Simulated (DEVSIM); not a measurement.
System: Cr/La2O3/SiO2/p-Si capacitor, at 300 K.

```csv
layer (left to right),material,thickness (nm),Na (cm⁻³)
1,La2O3,3.10,-
2,SiO2,0.750,-
3,Si,340,2.9e18
```

Metal gate on the left, work function 4.5 eV. Fixed charge at the semiconductor interface 2.1e12 cm⁻² (in units of +e); no interface traps.

The device is made up for the run: typed textbook-type constants, with dimensions and the other settings drawn at random. Values at 300 K.

```tsv
parameter	La2O3	SiO2	Si
gap (eV)	5.8	9	1.124
affinity (eV)	1.8	0.9	4.05
permittivity	27	3.9	11.7
Nc (cm⁻³)	-	-	2.86e19
Nv (cm⁻³)	-	-	3.1e19
```

DEVSIM, 1D Poisson equation in equilibrium, Boltzmann statistics, complete ionisation; no quantum confinement or tunnelling. Metal contacts follow the ideal Schottky-Mott rule: no Fermi-level pinning, no interface dipoles.

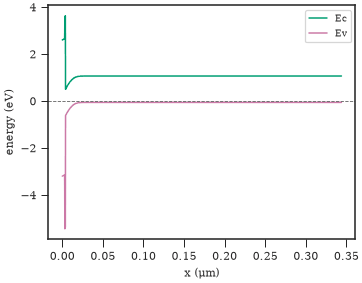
Band edges at 0.1 V on the gate

Energies count from the Fermi level of the right contact; mesh points crowd at the junctions.

```
x (μm)     Ec (eV)  Ev (eV)  n (cm⁻³)  p (cm⁻³)  field (V/cm)
---------  -------  -------  --------  --------  ------------
0.000        2.600   -3.200     < 1e2     < 1e2        160000
0.0007240    2.612   -3.188     < 1e2     < 1e2        160000
0.001602     2.626   -3.174     < 1e2     < 1e2        160000
0.002421     2.640   -3.160     < 1e2     < 1e2        160000
0.003324     3.578   -5.422     < 1e2     < 1e2       1100000
0.003609     3.611   -5.389     < 1e2     < 1e2       1100000
0.004318     0.519   -0.605    5.4e10     2.1e9        680000
0.006230     0.641   -0.483     4.8e8    2.4e11        600000
0.008971     0.788   -0.336   1700000    7.0e13        470000
0.01383      0.965   -0.159      1800    6.5e16        260000
0.02311      1.059   -0.065     < 1e2    2.5e18         15000
0.04700      1.063   -0.061     < 1e2    2.9e18           ≈ 0
0.08124      1.063   -0.061     < 1e2    2.9e18           ≈ 0
0.1419       1.063   -0.061     < 1e2    2.9e18           ≈ 0
0.2451       1.063   -0.061     < 1e2    2.9e18           ≈ 0
0.2905       1.063   -0.061     < 1e2    2.9e18           ≈ 0
0.3143       1.063   -0.061     < 1e2    2.9e18           ≈ 0
0.3277       1.063   -0.061     < 1e2    2.9e18           ≈ 0
0.3370       1.063   -0.061     < 1e2    2.9e18           ≈ 0
0.3407       1.063   -0.061     < 1e2    2.9e18           ≈ 0
0.3426       1.063   -0.061     < 1e2    2.9e18           ≈ 0
0.3438       1.063   -0.061     < 1e2    2.9e18           ≈ 0
```
